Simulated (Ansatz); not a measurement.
SnH5SCl: several calculations on one system

### Relaxation

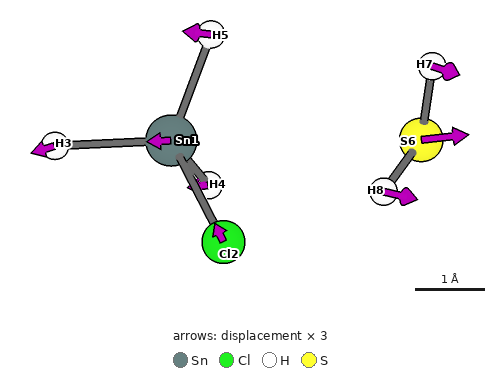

A relaxation of SnH5SCl. The starting structure is drawn; purple arrows show the displacements, 3 times their true length. The two geometries are superimposed by the best rigid fit.

The picture is a ball-and-stick view, seen from a free direction.

The run prepares an end point of a later path (reaction) calculation, from a guessed geometry.

All numbers below come from RKS BHLYP/def2-SVP in Ansatz.

The input:
```yaml
crystal:
  periodic: [false, false, false]
  atoms:
    - { symbol: Sn, position_ang: [0.269488, 0.056543, -0.119204] }
    - { symbol: Cl, position_ang: [0.234985, -0.117529, 2.274413] }
    - { symbol: H, position_ang: [1.932014, -0.013745, -0.487897] }
    - { symbol: H, position_ang: [-0.401454, 1.562463, -0.502065] }
    - { symbol: H, position_ang: [-0.553755, -1.293595, -0.727558] }
    - { symbol: S, position_ang: [-3.21595, 0.146135, 0.943641] }
    - { symbol: H, position_ang: [-3.448935, -1.167789, 0.802145] }
    - { symbol: H, position_ang: [-2.316093, -0.045283, 1.964224] }
basis:
  gaussian: { orbitals: def2-SVP }
hamiltonian:
  xc: { name: BHLYP }
relax:
  f_tol: 0.03
  max_steps: 50
```

Run as
```bash
ansatz run input.yaml --threads 2 --pin off --max-ram 3072MiB --backend cpu --events-out ev --progress --plain --runs-dir out
```

Question: Describe the change and its energy.

Answer: The energy falls by 4.47 kJ/mol in 6 accepted moves (7 points after the start). Largest force component: 0.63 eV/Å at the start, 0.02 eV/Å at the end. The line search rejected the trial step at point 6 of the run. The forces were under the threshold at step 5, but the run went on from there. S6 moves most after the best rigid fit: 0.24 Å. By element the largest moves are S 0.24 Å, H 0.21 Å, Sn 0.13 Å, Cl 0.11 Å. Some distances before and after: S6–H8 1.374 → 1.342 Å, Sn1–Cl2 2.400 → 2.373 Å.

Limits of the set-up: the start holds two separate molecules, 2.6 Å apart at their closest, whose relative position is a soft coordinate and is computed without a dispersion correction.

### Relaxation

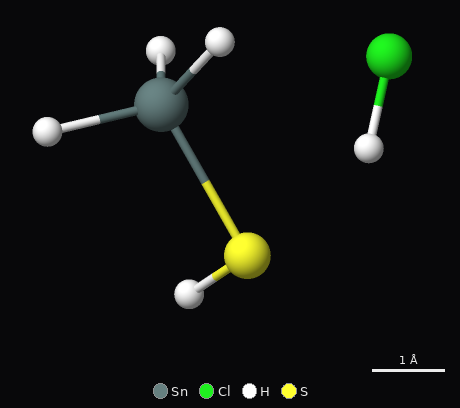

This is the input geometry for a relaxation of SnH5SCl. A ball-and-stick model, seen at a tilt.

The run prepares an end point of a later path (reaction) calculation, from a guessed geometry.

All numbers below come from RKS BHLYP/def2-SVP in Ansatz 0.2.0.

Input
```yaml
crystal:
  periodic: [false, false, false]
  atoms:
    - { symbol: Sn, position_ang: [-0.545753, -0.099916, -0.498006] }
    - { symbol: Cl, position_ang: [0.08937, 0.78683, 2.951015] }
    - { symbol: H, position_ang: [0.594713, -1.030937, 0.356447] }
    - { symbol: H, position_ang: [-0.153466, 1.55381, -0.601843] }
    - { symbol: H, position_ang: [-0.820455, -0.781733, -2.043725] }
    - { symbol: S, position_ang: [-2.686906, -0.152617, 0.678125] }
    - { symbol: H, position_ang: [-2.838173, -1.484182, 0.595088] }
    - { symbol: H, position_ang: [-1.13903, 0.335945, 2.710599] }
basis:
  gaussian: { orbitals: def2-SVP }
hamiltonian:
  xc: { name: BHLYP }
relax:
  f_tol: 0.03
  max_steps: 50
output:
  orbitals: {}
```

Run as
```bash
ansatz run input.yaml --threads 2 --pin off --max-ram 3072MiB --backend cpu --events-out ev --progress --plain --runs-dir out
```

> Where does the relaxation end?

After 5 accepted moves (7 points after the start) the energy has fallen by 1.71 kcal/mol. The largest force component goes from 1.1 to 0.0071 eV/Å. The line search rejected the trial steps at points 3, 6 of the run. The atom that moves furthest after the best rigid fit is Cl2 (0.43 Å). Largest moves by element: Cl 0.43 Å, H 0.31 Å, Sn 0.13 Å, S 0.10 Å. Near-neighbour distances that change, for instance: Cl2–H8 1.330 → 1.293 Å, Sn1–H5 1.712 → 1.704 Å, Sn1–S6 2.443 → 2.451 Å. The run took 22 s on 2 threads of Arm Neoverse V1, on a shared host, peak memory 0.19 GiB.

Step by step:

```csv
step,"E − E(0), kcal/mol","largest force component, eV/Å",note
0,0.00,1.1118,
1,-0.54,1.1236,
2,-0.85,0.9977,
3,0.48,1.4611,rejected
4,-1.57,0.1333,
5,-1.68,0.0450,
6,-1.53,0.4781,rejected
7,-1.71,0.0071,
```

The structure at the end:

```xyz
8

Sn   -0.5334   -0.1242   -0.6275
Cl   -0.1455    0.7223    3.3096
H     0.6151   -1.0967    0.1608
H    -0.0826    1.5098   -0.6981
H    -0.9038   -0.7438   -2.1706
S    -2.5939   -0.1187    0.7000
H    -2.6507   -1.4520    0.8444
H    -1.2049    0.4306    2.6291
```

After the run, drawn alike:

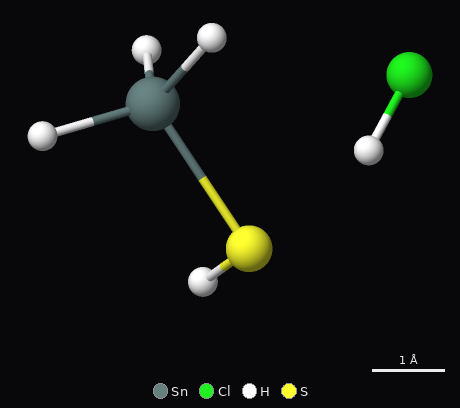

Limits of the set-up: the start holds two separate molecules, 2.6 Å apart at their closest, whose relative position is a soft coordinate and is computed without a dispersion correction.

### Path

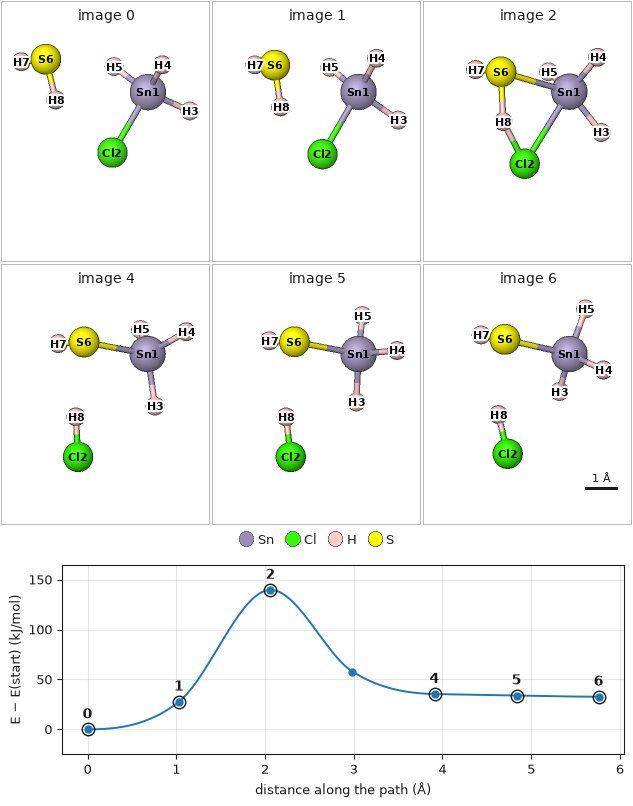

NEB run on SnH5SCl, made up at the start of SnH3Cl and H2S. Images are numbered from 0 (start) to 6 (end). A ball-and-stick model, seen at a tilt.

Computed with RKS BHLYP/def2-SVP (Ansatz 0.2.0). Run with 5 movable images; climbing image; force threshold 0.05 eV/Å; iteration limit 60; starting path through a guess of the saddle point.

Read off the barrier and say what moves.

Answer. Breaking: S6–H8 (1.34 → 1.59 at the top → 2.44 Å), Sn1–Cl2 (2.37 → 2.87 at the top → 4.05 Å). Forming: Cl2–H8 (2.77 → 1.59 at the top → 1.29 Å), Sn1–S6 (4.01 → 2.69 at the top → 2.45 Å). Forward barrier 139.7 kJ/mol, backward barrier 107.0 kJ/mol, with image 2 at the top; the reaction energy is +32.7 kJ/mol. The band converged in 18 iterations. The largest component of the band force went from 4.6 to 0.031 eV/Å. The climbing image converged on the top of the path. Its vibrational analysis gives 2 imaginary modes over 30i cm⁻¹, so it isn't confirmed as a transition state.

Limits of the set-up: the start holds two separate molecules, 2.8 Å apart at their closest, whose relative position is a soft coordinate and is computed without a dispersion correction.

Cost: 3.7 min on 2 threads of Arm Neoverse V1 (shared host), peak memory 0.19 GiB.
